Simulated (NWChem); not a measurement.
**One shape, several levels: GeSe (SMILES [Ge-]#[Se+])**

Aim: a comparison of 4 runs (CCSD(T)/LANL2DZ, CCSD(T)/SBKJC-VDZ, CCSD(T)/DGauss-DZVP, CCSD(T)/jorge-DZP) of GeSe. 

Program for the calculation: NWChem 7.3.0.

### 1 The structure to begin with

GeSe has 2 atoms, charge 0, and is taken as a singlet. As SMILES, `[Ge-]#[Se+]`. The bond length is the measured one.

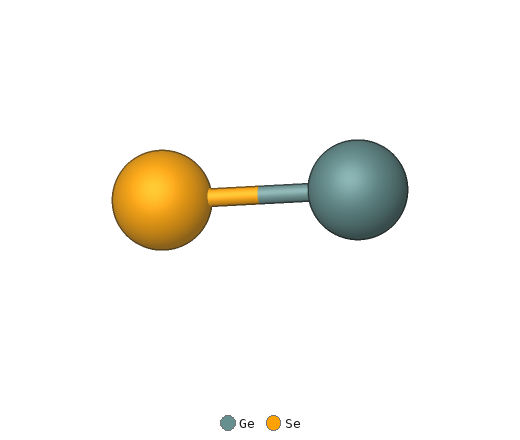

Viewed from a chosen angle; germanium teal, selenium orange.

### 2 The energy at CCSD(T)/LANL2DZ (core potential) (run 1)

Input file work.nw:

```
start work
memory total 2200 mb

geometry noautosym nocenter noautoz
  Ge    0.000000    0.000000    0.000000
  Se    0.000000    0.000000    2.134629
end

basis spherical bse
  * library LANL2DZ
end

ecp bse
  Ge library LANL2DZ
  Se library LANL2DZ
end

scf
  thresh 1e-08
  maxiter 80
  print low
end

ccsd
  maxiter 60
end

task ccsd(t) energy
```

Launch:

```bash
$ nwchem work.nw > work.out
```

Standard output:

```text
[...]
  functions       =    16
[...]
  wavefunction    = RHF
[...]
         Total SCF energy =    -12.666767904999
      One-electron energy =    -32.090555322443
      Two-electron energy =     13.474156837145
 Nuclear repulsion energy =      5.949630580299
        Time for solution =      0.0s
[...]
 Total MP2 energy:            -12.750161794170454
[...]
             energy      energy      error      ampl     ampl      Block
                                                time     time      time
[...]
 Total CCSD energy:            -12.758722499155642
[...]
 Total CCSD+T(CCSD) energy:            -12.766502926086568
[...]
 Total CCSD(T) energy:                 -12.764353775988800
[...]
```

Wall time 0.68 s (1 thread of Intel Xeon 6975P-C (Granite Rapids), shared host); peak memory 0.099 GiB.

### 3 A single-point energy at CCSD(T)/SBKJC-VDZ (core potential) (run 2)

Input file gese.nw:

```
start gese
title "GeSe energy"
memory total 2200 mb
charge 0

geometry units bohr noautosym nocenter noautoz
  Ge     0.00000000     0.00000000     0.00000000
  Se     0.00000000     0.00000000     4.03386419
end

basis "ao basis" spherical bse
  * library SBKJC-VDZ
end

ecp bse
  Ge library SBKJC-VDZ
  Se library SBKJC-VDZ
end

scf
  thresh 1e-08
  maxiter 80
  print low
end

ccsd
  maxiter 60
end

task ccsd(t) energy
```

Launch:

```bash
$ nwchem gese.nw > gese.out
```

Standard output:

```text
[...]
  functions       =    16
[...]
  wavefunction    = RHF
[...]
         Total SCF energy =    -12.867223016457
      One-electron energy =    -32.383604570629
      Two-electron energy =     13.566751405618
 Nuclear repulsion energy =      5.949630148555
        Time for solution =      0.1s
[...]
 Total MP2 energy:            -12.952293727916707
[...]
             energy      energy      error      ampl     ampl      Block
                                                time     time      time
[...]
 Total CCSD energy:            -12.959106858186544
[...]
 Total CCSD+T(CCSD) energy:            -12.967388817769040
[...]
 Total CCSD(T) energy:                 -12.964811454632144
[...]
```

Run time: 0.9 s. Hardware: 1 thread of Intel Xeon 6975P-C (Granite Rapids), shared host; peak memory 0.099 GiB.

Run 3 isn't shown in full; the table further down has it.

### 4 A single-point energy at CCSD(T)/jorge-DZP (run 4)

Input file gese.nw:

```
start gese
title "GeSe ccsd(t)"
memory 2200 mb
charge 0

geometry units angstroms noautosym nocenter noautoz
  Ge       0.000000       0.000000       0.000000
  Se       0.000000       0.000000       2.134629
end

basis spherical bse
  Ge library jorge-DZP
  Se library jorge-DZP
end

scf
  thresh 1e-08
  maxiter 80
  print low
end

ccsd
  freeze core 18
  maxiter 60
end

task ccsd(t)
```

Launch:

```bash
$ nwchem gese.nw > gese.out
```

Standard output:

```text
[...]
  functions       =    86
[...]
  wavefunction    = RHF
[...]
         Total SCF energy =  -4475.065345841509
      One-electron energy =  -6777.827879317610
      Two-electron energy =   2033.045947169220
 Nuclear repulsion energy =    269.716586306881
        Time for solution =      9.9s
[...]
 Total MP2 energy:          -4475.748959299088710
[...]
             energy      energy      error      ampl     ampl      Block
                                                time     time      time
[...]
 Total CCSD energy:          -4475.726158348289573
[...]
 Total CCSD+T(CCSD) energy:          -4475.744642977942021
[...]
 Total CCSD(T) energy:               -4475.741727777501183
[...]
```

It took 74 s on 1 thread of Intel Xeon 6975P-C (Granite Rapids), shared host; peak memory 0.23 GiB.

### 5 All runs side by side

```
run                               level  core potential  frozen core orbitals   energy (Eh)  correlation energy (mEh)  (T) correction (mEh)  wall time
  1    CCSD(T)/LANL2DZ (core potential)         LANL2DZ                     0    -12.764354                     -97.6                 -5.63     0.68 s
  2  CCSD(T)/SBKJC-VDZ (core potential)       SBKJC-VDZ                     0    -12.964811                     -97.6                 -5.70      0.9 s
  3                 CCSD(T)/DGauss-DZVP               –                    18  -4474.448477                    -228.0                -10.95       26 s
  4                   CCSD(T)/jorge-DZP               –                    18  -4475.741728                    -676.4                -15.57       74 s
```

### 6 Summary of results

| quantity | value |
| --- | --- |
| run 4: total energy | -4475.74173 Eh |
| run 4: correlation energy (18 core orbitals frozen) | -676.4 mEh |
| run 4: (T) correction | -15.57 mEh |

In words: Some runs of one species differ in core potentials or relativity; totals across that change don't compare. All runs together took 1.7 min, the longest 74 s.
